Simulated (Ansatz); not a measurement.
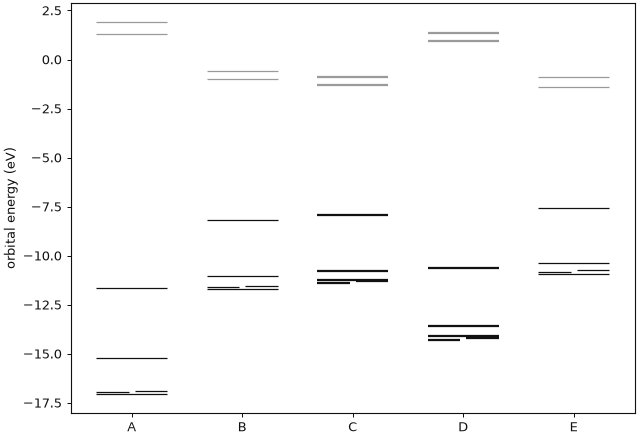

Frontier orbital energies of ZrNH₂F₃, SMILES [NH2][Zr]([F])([F])[F], singlet at one geometry, def2-TZVPP, the Ansatz code, at a PBE0-D4/def2-TZVP geometry (with a soft imaginary mode, 24i cm⁻¹). Empty levels are grey, levels within 0.1 eV stand side by side; all columns show the same few orbitals around the gap.

The columns come from B3LYP, HF, PBE0, r2SCANh and ωB97X-V. Which is which?

Answer. A: HF (HOMO −11.67, LUMO 1.29, separation 12.95 eV)
B: PBE0 (HOMO −8.18, LUMO −1.02, separation 7.17 eV)
C: B3LYP (HOMO −7.94, LUMO −1.30, separation 6.64 eV)
D: ωB97X-V (HOMO −10.63, LUMO 0.95, separation 11.58 eV)
E: r2SCANh (HOMO −7.58, LUMO −1.38, separation 6.19 eV)

Limits of at least one run: core potentials past krypton; empty levels above zero depend strongly on the basis.
